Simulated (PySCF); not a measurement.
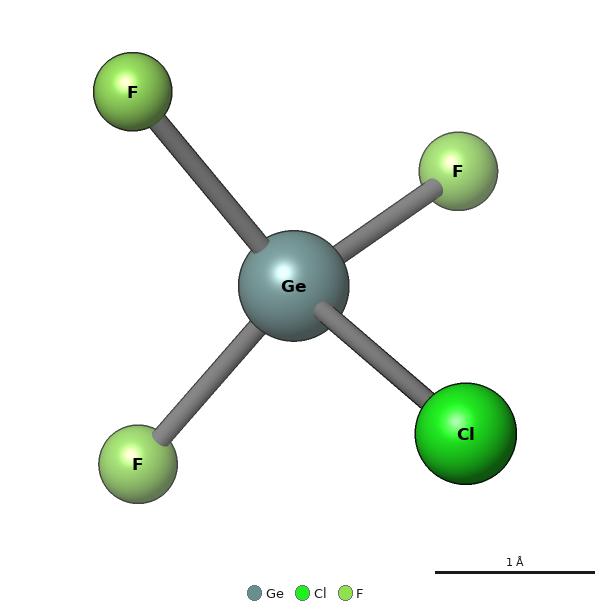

Depth is shown by fading: the farther an atom, the more it takes the colour of the background. The geometry was computed by an optimisation with PBE0-D3(BJ)/def2-SVP. No frequency run is at hand to confirm it as a minimum. Masses are those of the most abundant isotopes; constants are for the rigid equilibrium geometry.

Question: Classify the rotor and give the rotational constants (cm⁻¹).

Answer: A prolate symmetric top (C3v): A = 0.117, B = C = 0.0706 cm⁻¹.
